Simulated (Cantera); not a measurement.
Input: 1 mol Si3N4, 0.61 mol O2, 380 mol H2, 0.0018 mol CO2, at 6.45 Torr.

These are equilibrium values from Cantera (NASA tables, ideal gas, pure condensed phases), not measurements of a reactor. Candidate condensed phases: C, C6H6, C7H8, C8H18, H2O, Si, SiC, SiO2, Si2N2O, Si3N4; 151 gas species. Mutual solubility and eutectic melting of coexisting phases are not modelled. Gases not in the tables: Si2H6 and higher silanes. Rates play no part.

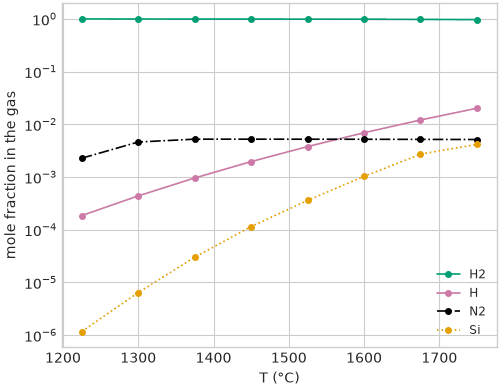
Figure: Equilibrium gas composition (values under 1e-9 drawn at 1e-9)

Q: Read off the mole fractions at 1450 °C.

A: H2 about 0.99, N2 about 0.0052, H about 0.0020, Si about 0.00011.
